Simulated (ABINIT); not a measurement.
# MoS2 (P6_3/mmc): G0W0 in ABINIT against the bands in the screening, part 2 of 2

Aim: move the bands in the screening of a G0W0 run on MoS2 (P6_3/mmc) over a wide range.

ABINIT 10.8.3; PBE and many-body steps on it, plane waves. Known limits of the many-body steps: not at the basis limit; no spin-orbit coupling; coarse k mesh.

So far. Step 2 (Screening, 6×6×1 mesh, 34 bands, screening to 130.6 eV): Local fields lower ε∞ by 11 %. On a Γ-centred mesh this coarse the value itself is usually too large, while a short band sum pulls it down. Step 5 (44 bands): The gap on the mesh goes from 0.89 eV to 1.24 eV, a correction of +0.35 eV.

The database entry behind the starting cell differs from later determinations by our own check (about 0.3 % long), so it need not match the best structure at ambient conditions.

**6. Screening, 6×6×1 mesh, 106 bands, screening to 130.6 eV**

This step: RPA screening on PBE, plane waves, norm-conserving pseudopotentials.

File run.abi:

```
acell 3*1.0 Angstrom
rprim 
  3.169000000004 -0.000000000001 0.000000000000
  -1.584500000001 2.744434504597 0.000000000000
  0.000000000000 0.000000000000 12.324000000000
ntypat 2
znucl 42 16
natom 6
typat 1 1 2 2 2 2
xred 
  0.333333333333 0.666666666667 0.250000000000
  0.666666666667 0.333333333333 0.750000000000
  0.333333333333 0.666666666667 0.623000000000
  0.666666666667 0.333333333333 0.123000000000
  0.333333333333 0.666666666667 0.877000000000
  0.666666666667 0.333333333333 0.377000000000
pp_dirpath "pseudos"
pseudos "Mo.upf, S.upf"
ecut 36
ngkpt 6 6 1
nshiftk 1
shiftk 0 0 0
kptopt 1
chksymbreak 0
istwfk *1
occopt 1
irdwfk 1
optdriver 3
nband 106
ecuteps 4.8
inclvkb 2
awtr 1
symchi 1
indata_prefix "in"
outdata_prefix "out"
tmpdata_prefix "tmp"
```

The run is started by

```
$ OMP_NUM_THREADS=1 mpirun -n 8 abinit run.abi > log
```

What it wrote:

```text
.Version 10.8.3 of ABINIT. v10.8.2 released Aug 2026.

 Symmetries : space group P6_3/m m c (#194); Bravais hP (primitive hexag.)
[... echo of the input left out ...]
== DATASET  1 ==================================================================
-   mpi_nproc: 8, omp_nthreads: 1 (-1 if OMP is not activated)

--- !DatasetInfo
iteration_state: {dtset: 1, }
dimensions: {natom: 6, nkpt: 7, mband: 106, nsppol: 1, nspinor: 1, nspden: 1, mpw: 7481, }
cutoff_energies: {ecut:  36.0, pawecutdg:  -1.0, }
[...]
--------------------------------------------------------------------------------
[... chi0 elements left out ...]
 For q-point:  0.000010 0.000020 0.000030
  dielectric constant =  14.4837
  dielectric constant without local fields =  16.2843

  Average fulfillment of the sum rule on Im[epsilon] for q-point    1 :     69.46  [%]
[... wings left out ...]
  q-point number  2        q = ( 0.166667, 0.000000, 0.000000) [r.l.u.]
--------------------------------------------------------------------------------
[... chi0 elements left out ...]
  Average fulfillment of the sum rule on Im[epsilon] for q-point    2 :     73.09  [%]

 [... 5 further q-points ...]
```

Wall time 50 s (8 MPI ranks of Arm Neoverse V1, shared host); peak memory 2.4 GiB; 6.7 min of CPU time.

Numbers from this step:

```yaml
eps_infinity_with_local_fields_on_this_mesh_along_the_program_s_q_direction: 14.48
the_same_without_local_fields: 16.28
plasma_frequency: 25.86 eV
plane_waves_in_the_screening_matrix: 341
```

**7. 106 bands**

This step: G0W0 on PBE, plane waves, norm-conserving pseudopotentials.

run.abi, as its differences from that of step 6:

```diff
@@ -27,8 +27,19 @@
 irdwfk 1
-optdriver 3
+optdriver 4
 nband 106
+gwcalctyp 0
+ecutsigx 36
+symsigma 1
+nkptgw 3
+kptgw 
+  0.0000000000 0.0000000000 0.0000000000
+  0.1666666667 0.1666666667 0.0000000000
+  0.3333333333 0.3333333333 0.0000000000
+bdgw 
+  25 28
+  25 28
+  25 28
 ecuteps 4.8
-inclvkb 2
-awtr 1
-symchi 1
+irdscr 1
+ppmodel 1
 indata_prefix "in"
```

What it wrote:

```text
.Version 10.8.3 of ABINIT. v10.8.2 released Aug 2026.

 Symmetries : space group P6_3/m m c (#194); Bravais hP (primitive hexag.)
[... echo of the input left out ...]
== DATASET  1 ==================================================================
-   mpi_nproc: 8, omp_nthreads: 1 (-1 if OMP is not activated)

--- !DatasetInfo
iteration_state: {dtset: 1, }
dimensions: {natom: 6, nkpt: 7, mband: 106, nsppol: 1, nspinor: 1, nspden: 1, mpw: 7481, }
cutoff_energies: {ecut:  36.0, pawecutdg:  -1.0, }
[...]
Band     E0 <VxcDFT>   SigX SigC(E0)      Z dSigC/dE  Sig(E)    E-E0       E
[...]
27   9.486 -17.609 -13.378  -2.848   0.776  -0.288 -16.536   1.073  10.559
       28   9.486 -17.609 -13.378  -2.848   0.776  -0.288 -16.536   1.073  10.559

== END DATASET(S) ==============================================================
================================================================================

 -outvars: echo values of variables after computation  --------
           etotal      0.0000000000E+00
            nband         106
             nkpt           7
          spgroup         194
 [... the other variables as echoed above ...]

 Calculation completed.
```

Elapsed: 18 s, on 8 MPI ranks; peak memory 1.7 GiB; 2.4 min of CPU time.

This step gave:

```
G0W0 gap on the points computed              : 1.192 eV
starting gap on the mesh                     : 0.8887 eV
k of the valence top                         : 0, 0, 0
k of the conduction bottom                   : 0.1667, 0.1667, 0
least direct G0W0 gap on the computed points : 2.183 eV
```

Against the run before, the gap moves by −0.048 eV.

**8. Screening, 6×6×1 mesh, 213 bands, screening to 130.6 eV**

This step: RPA screening on PBE, plane waves, norm-conserving pseudopotentials.

run.abi, as its differences from that of step 7:

```diff
@@ -27,19 +27,8 @@
 irdwfk 1
-optdriver 4
-nband 106
-gwcalctyp 0
-ecutsigx 36
-symsigma 1
-nkptgw 3
-kptgw 
-  0.0000000000 0.0000000000 0.0000000000
-  0.1666666667 0.1666666667 0.0000000000
-  0.3333333333 0.3333333333 0.0000000000
-bdgw 
-  25 28
-  25 28
-  25 28
+optdriver 3
+nband 213
 ecuteps 4.8
-irdscr 1
-ppmodel 1
+inclvkb 2
+awtr 1
+symchi 1
 indata_prefix "in"
```

What it wrote:

```text
.Version 10.8.3 of ABINIT. v10.8.2 released Aug 2026.

 Symmetries : space group P6_3/m m c (#194); Bravais hP (primitive hexag.)
[... echo of the input left out ...]
== DATASET  1 ==================================================================
-   mpi_nproc: 8, omp_nthreads: 1 (-1 if OMP is not activated)

--- !DatasetInfo
iteration_state: {dtset: 1, }
dimensions: {natom: 6, nkpt: 7, mband: 213, nsppol: 1, nspinor: 1, nspden: 1, mpw: 7481, }
cutoff_energies: {ecut:  36.0, pawecutdg:  -1.0, }
[...]
--------------------------------------------------------------------------------
[... chi0 elements left out ...]
 For q-point:  0.000010 0.000020 0.000030
  dielectric constant =  14.5405
  dielectric constant without local fields =  16.2969

  Average fulfillment of the sum rule on Im[epsilon] for q-point    1 :     82.24  [%]
[... wings left out ...]
  q-point number  2        q = ( 0.166667, 0.000000, 0.000000) [r.l.u.]
--------------------------------------------------------------------------------
[... chi0 elements left out ...]
  Average fulfillment of the sum rule on Im[epsilon] for q-point    2 :     84.03  [%]

 [... 5 further q-points ...]
```

Wall time 1.9 min (8 MPI ranks); peak memory 2.9 GiB; 15 min of CPU time.

This step gave:

```yaml
eps_infinity_with_local_fields_on_this_mesh_along_the_program_s_q_direction: 14.54
the_same_without_local_fields: 16.30
plasma_frequency: 25.86 eV
plane_waves_in_the_screening_matrix: 341
```

**9. 213 bands**

This step: G0W0 on PBE, plane waves, norm-conserving pseudopotentials.

run.abi, as its differences from that of step 8:

```diff
@@ -27,8 +27,19 @@
 irdwfk 1
-optdriver 3
-nband 213
+optdriver 4
+nband 106
+gwcalctyp 0
+ecutsigx 36
+symsigma 1
+nkptgw 3
+kptgw 
+  0.0000000000 0.0000000000 0.0000000000
+  0.1666666667 0.1666666667 0.0000000000
+  0.3333333333 0.3333333333 0.0000000000
+bdgw 
+  25 28
+  25 28
+  25 28
 ecuteps 4.8
-inclvkb 2
-awtr 1
-symchi 1
+irdscr 1
+ppmodel 1
 indata_prefix "in"
```

What it wrote:

```text
.Version 10.8.3 of ABINIT. v10.8.2 released Aug 2026.

 Symmetries : space group P6_3/m m c (#194); Bravais hP (primitive hexag.)
[... echo of the input left out ...]
== DATASET  1 ==================================================================
-   mpi_nproc: 8, omp_nthreads: 1 (-1 if OMP is not activated)

--- !DatasetInfo
iteration_state: {dtset: 1, }
dimensions: {natom: 6, nkpt: 7, mband: 106, nsppol: 1, nspinor: 1, nspden: 1, mpw: 7481, }
cutoff_energies: {ecut:  36.0, pawecutdg:  -1.0, }
[...]
Band     E0 <VxcDFT>   SigX SigC(E0)      Z dSigC/dE  Sig(E)    E-E0       E
[...]
27   9.486 -17.609 -13.378  -2.862   0.777  -0.286 -16.545   1.064  10.550
       28   9.486 -17.609 -13.378  -2.862   0.777  -0.286 -16.545   1.064  10.550

== END DATASET(S) ==============================================================
================================================================================

 -outvars: echo values of variables after computation  --------
           etotal      0.0000000000E+00
            nband         106
             nkpt           7
          spgroup         194
 [... the other variables as echoed above ...]

 Calculation completed.
```

Elapsed: 18 s, on 8 MPI ranks; peak memory 1.7 GiB; 2.4 min of CPU time.

Numbers from this step:

- G0W0 gap on the points computed: 1.179 eV
- starting gap on the mesh: 0.8887 eV
- k of the valence top: 0, 0, 0
- k of the conduction bottom: 0.1667, 0.1667, 0
- least direct G0W0 gap on the computed points: 2.189 eV

Against the run before, the gap moves by −0.013 eV.

**10. The runs together**

Times are wall times on 8 MPI ranks of Arm Neoverse V1, shared host, good to a factor of about two. A run's time includes the screening step that it read.

```csv
run,mesh,bands,screening cutoff (eV),DFT gap (eV),gap on the mesh (eV),direct (eV),ε∞ used,time
34 bands,6×6×1,106,130.6,0.889,1.331,2.151,13.01,28 s
44 bands,6×6×1,106,130.6,0.889,1.240,2.151,14.15,36 s
106 bands,6×6×1,106,130.6,0.889,1.192,2.183,14.48,68 s
213 bands,6×6×1,106,130.6,0.889,1.179,2.189,14.54,2.2 min
```

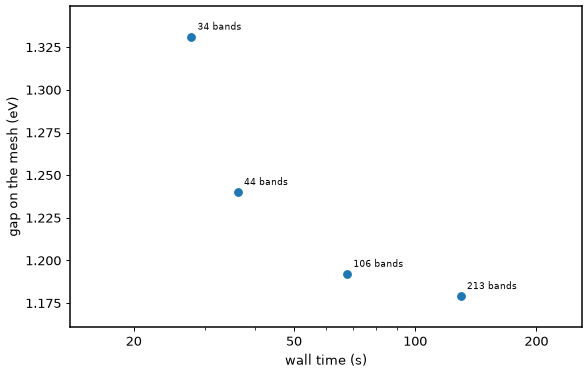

Result against wall time.

**11. What came out**

```json
{"34 bands": "1.331 eV", "44 bands": "1.240 eV", "106 bands": "1.192 eV", "213 bands": "1.179 eV", "known limits": "not at the basis limit; no spin-orbit coupling; coarse k mesh"}
```

The setting moved: bands in the screening. From 34 bands to 213 bands the gap moves by −0.15 eV, for 4.7 times the time. The last step still moves it by −0.013 eV. Bands and screening cutoff are coupled, so a series along one setting does not show full convergence. Bands and cutoff are finite, so the gap is not at the basis limit. The miss can reach some tenths of an eV and take either sign; the mesh is an error of its own. In the G0W0 runs levels were corrected at 3 k points alone, so a gap called «on the mesh» is the least over those, and an edge elsewhere would be missed. The 6×6×1 mesh is coarse for this cell, which bears on the long-range parts of exchange and screening. The many-body steps are scalar-relativistic: spin-orbit coupling is not in them.

[Paths, hosts, dates, memory and timing lines, banners, echoed tables and standing remarks are left out of the program output.]

[Logs are printed without paths, hosts, clocks, repeated set-up lines and the standing remarks that a program may print on its own settings, such as how far it seeks lower states.]

[Runs of the session that timed out or met a known fault of the program may be left out.]

[Hosts, paths, dates, database ids (printed as entryN), source tags and the programs' standing remarks are cut or masked in the printed files.]

[G0W0 gaps are taken among the corrected bands and points alone; a level outside them can change the order at an edge.]

[Where Ansatz stands beside ABINIT at settings called matched, ABINIT's density can come from a denser mesh and the files from another edition; pairs whose starting gaps differed by over 0.03 eV were left out, so agreement reads better than it is.]
